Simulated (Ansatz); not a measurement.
The calculation's input:

```
crystal:
  periodic: [false, false, false]
  atoms:
    - symbol: As
      position_ang: [1.207519, 0.510173, 0.766278]
    - symbol: B
      position_ang: [-1.926900, -0.175955, -0.961162]
    - symbol: Ge
      position_ang: [-0.735622, -0.699014, 1.560427]
    - symbol: O
      position_ang: [-1.945454, -0.815193, 0.215736]
    - symbol: H
      position_ang: [-1.016232, 0.584596, -1.251040]
    - symbol: H
      position_ang: [-2.842430, -0.371307, -1.732346]
    - symbol: H
      position_ang: [-0.376780, -2.155949, 1.897651]
    - symbol: H
      position_ang: [-1.498813, -0.034988, 2.719204]
    - symbol: H
      position_ang: [0.543400, 1.857187, 1.028766]
    - symbol: H
      position_ang: [1.782862, 0.457970, 2.182718]
basis:
  gaussian:
    orbitals: def2-TZVPD
hamiltonian:
  xc: pbe0
output: {forces: true, orbitals: {seedname: orbitals}}
```

Launched as:

```sh
ansatz run input.yaml --threads 2 --pin off --max-ram 4350MiB --events-out events.jsonl --progress --plain --runs-dir runs
```

Geometry: PBE0-D3(BJ)/def2-SVP.

All numbers below come from Ansatz, isolated molecule in a Gaussian basis; Kohn-Sham density functional theory, functional PBE0.

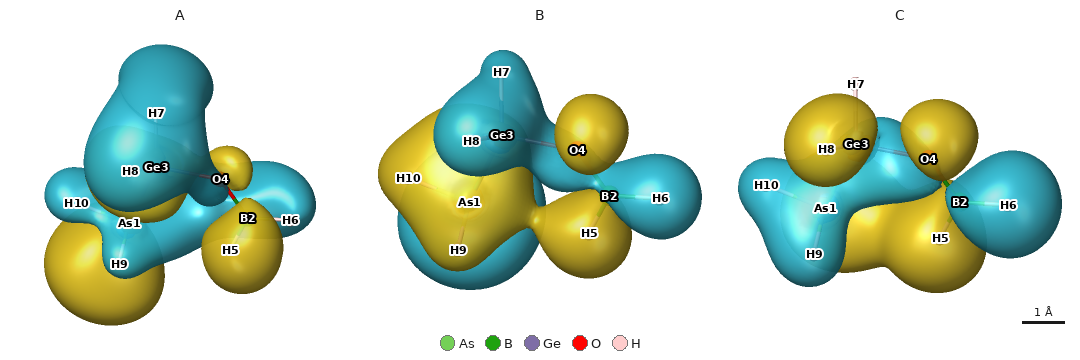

AsBGeH₆O (SMILES B[O][GeH2][AsH2]). Three frontier orbitals at ±0.05 Å⁻³ᐟ² (yellow and cyan are the two phases), in no order.

Q: Order the three orbitals by energy and name them.

A: C is the HOMO−1 (−8.32 eV). By Hirshfeld shares it lies mainly on As1 (about 20 %), B2 (about 20 %), O4 (about 20 %), H6 (about 15 %), H5 (about 15 %) and Ge3 (about 10 %). B is the HOMO (−7.68 eV). It lies mainly on As1 (about 50 %), Ge3 (about 15 %) and O4 (about 15 %). A is the LUMO (−0.51 eV). It lies mainly on As1 (about 35 %), Ge3 (about 25 %), B2 (about 15 %), H8 (about 5 %) and H7 (about 5 %).

Q: What is the HOMO–LUMO gap?

A: 7.17 eV between the orbital energies.
